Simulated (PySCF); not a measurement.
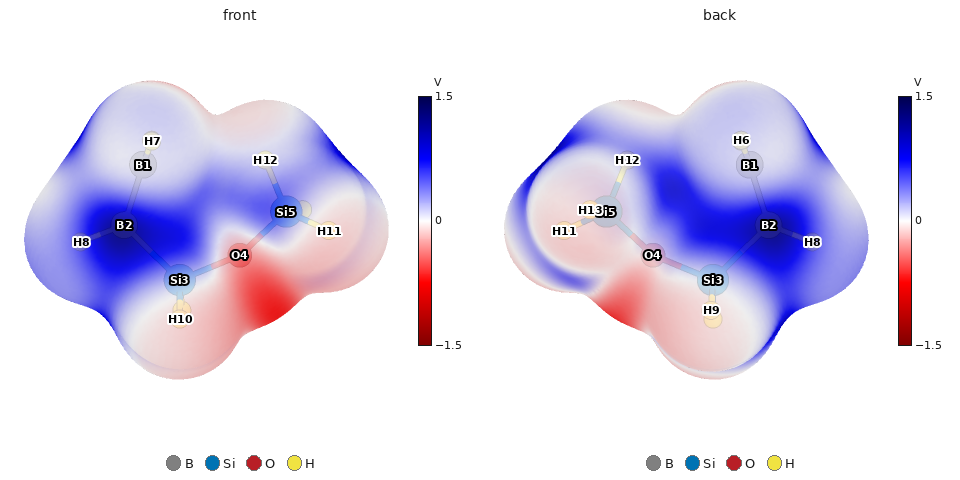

*B₂H₈OSi₂ (SMILES BB[SiH2]O[SiH3]). The molecular electrostatic potential painted on the density surface at 0.001 e/bohr³, seen from the front and from behind; the colour scale runs from red (negative) to blue (positive).*

Geometry: GFN2-xTB.

The calculation used PySCF, PBE0/pcSseg-1, SCF density, gas phase, non-relativistic.

Input

```
{"job": {"kind": "nmr", "xc": "PBE0", "basis": "pcSseg-1"}, "charge": 0, "multiplicity": 1}
B     -1.850057     0.447164     0.923869
B     -1.790029    -0.655033    -0.225733
Si    -0.021021    -1.080884    -0.973921
O      1.198218    -0.321521    -0.184922
Si     1.916943     0.829881     0.683974
H     -1.945753     1.598209     0.701126
H     -1.753411     0.190936     2.067670
H     -2.677078    -1.254826    -0.706870
H      0.163634    -0.663806    -2.378416
H      0.411093    -2.487768    -0.882731
H      3.158925     0.223849     1.156442
H      1.030192     1.198826     1.789268
H      2.153956     1.975460    -0.195099
```

Run with:

```sh
OMP_NUM_THREADS=1 python probes_run.py task.json out
```

### Describe the electrostatic potential map.

The most negative region (about −0.7 V, or −16 kcal/mol for a unit charge) lies over O4, the most positive (about +1.2 V, or +28 kcal/mol for a unit charge) over B2 and Si5.
